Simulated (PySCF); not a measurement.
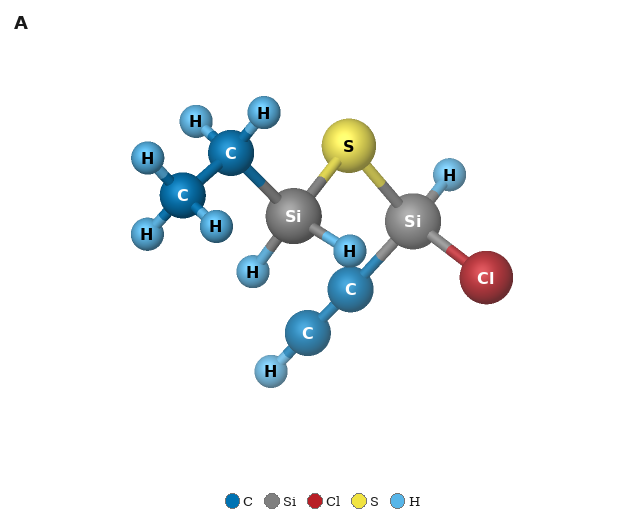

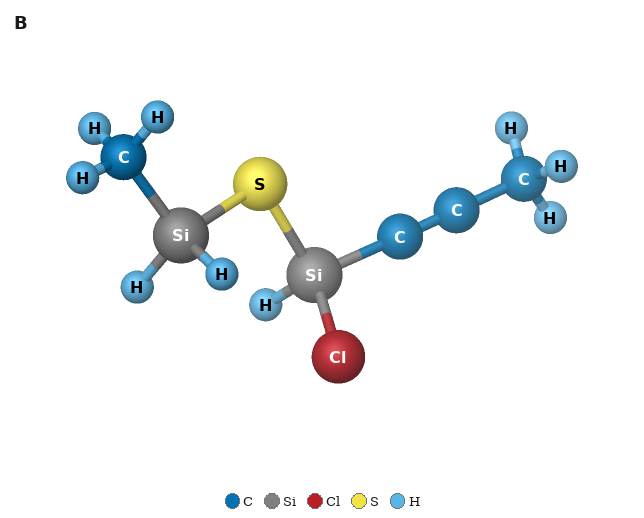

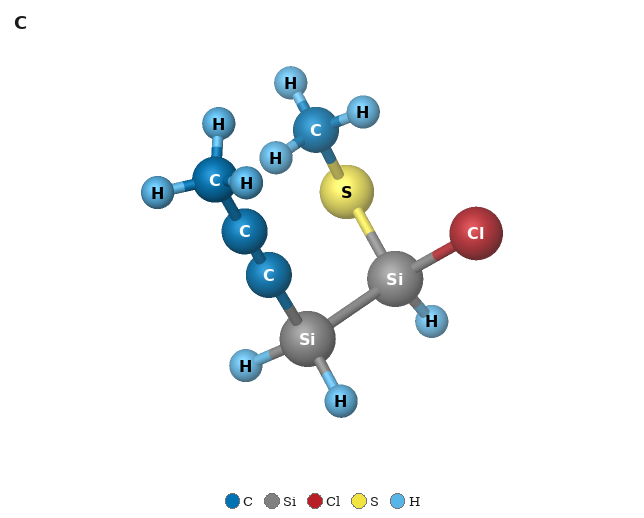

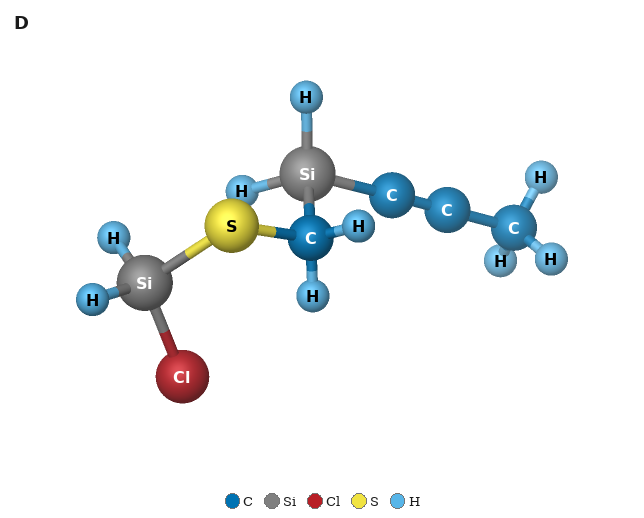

4 stationary structures of one formula. Geometries: GFN2-xTB. Electronic energies: PBE0/pcSseg-1 (PySCF 2.14.0), without zero-point energy. No frequency run is at hand to confirm each as a minimum. Each is one conformer, not always the lowest.

Are they conformers, stereoisomers or constitutional isomers?

They are constitutional isomers of C4H9ClSSi2: A `C#C[Si@H](Cl)S[SiH2]CC`, B `CC#C[Si@@H](Cl)S[SiH2]C`, C `CC#C[SiH2][Si@H](Cl)SC`, D `CC#C[SiH2]CS[SiH2]Cl`.

Which structure is the most stable?

B is lowest; A lies 0.497 eV above it, C lies 1.134 eV above it, D lies 1.316 eV above it.

The geometry is semi-empirical. Around Si such bond lengths and angles can be off by a tenth of an ångström or more and by several degrees, and values that hang on the shape move with them.
